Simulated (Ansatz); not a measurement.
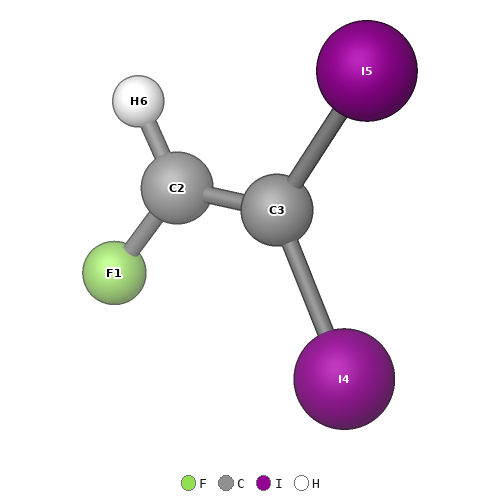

The system is C₂HFI₂, SMILES FC=C(I)I; the picture shows the reference structure. The first coordinate is: bond length C2–C3; the second: dihedral F1–C2–C3–I4. Nothing is relaxed (all other coordinates rigid). The scan uses a 7 × 8 grid; 35 points were computed and 21 follow by symmetry. Points are written as (first, second). All energies are given in kJ/mol relative to the relaxed molecule at the same level. Energies and slopes of some neighbouring points disagree (a jump in structure or state, or too coarse a mesh). The dihedral twists a double bond; near 90° a spin-restricted reference is unreliable. Computed with RKS PBE-D4/def2-TZVP in Ansatz 0.2.0.

Its coordinates:

```xyz
6

F     0.0934   -1.3056    1.3482
C     0.2091   -0.1014    0.7575
C    -0.1174    0.0997   -0.5234
I    -0.8383   -1.4433   -1.7242
I     0.1051    2.0154   -1.3315
H     0.5901    0.6713    1.4272
```

Range: bond length C2–C3 from 1.150 to 1.872 Å; dihedral F1–C2–C3–I4 from −180 to 135°.

What landscape does the calculation give?

Answer. The lowest grid point is at (1.391 Å, 0°), 7 kJ/mol from the relaxed molecule at the same level. Other grid points that lie below all their neighbours: (1.391 Å, −180°) (0.8 kJ/mol higher). The highest grid point, (1.872 Å, −90°), lies 455 kJ/mol above the lowest.

```
dihedral F1–C2–C3–I4 ↓, bond length C2–C3 →  1.150  1.270  1.391  1.511  1.631  1.752  1.872
                                        135    223     94     80    124    194    274    353
                                         90    460    312    276    297    344    402    462
                                         45    223     94     80    123    194    273    352
                                          0    137     14      7     59    137    224    310
                                        −45    223     94     80    123    194    273    352
                                        −90    460    312    276    297    344    402    462
                                       −135    223     94     80    124    194    274    353
                                       −180    139     15      8     59    137    225    310
```

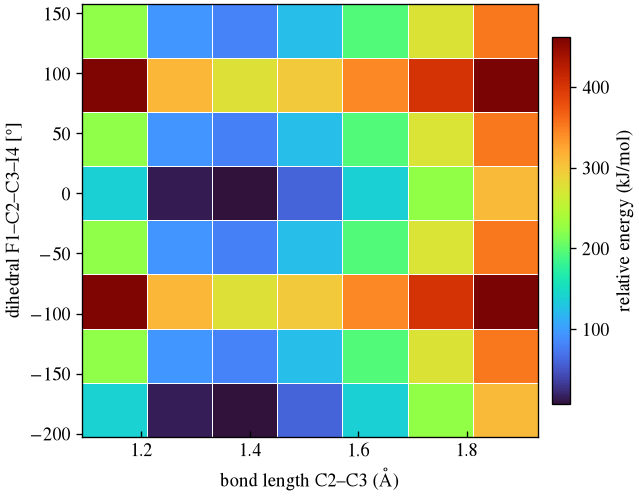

In the figure: one coloured cell a grid point.

The whole map (35 points run) took 7.8 min on 1 thread of Arm Neoverse V1, with other jobs on the host.
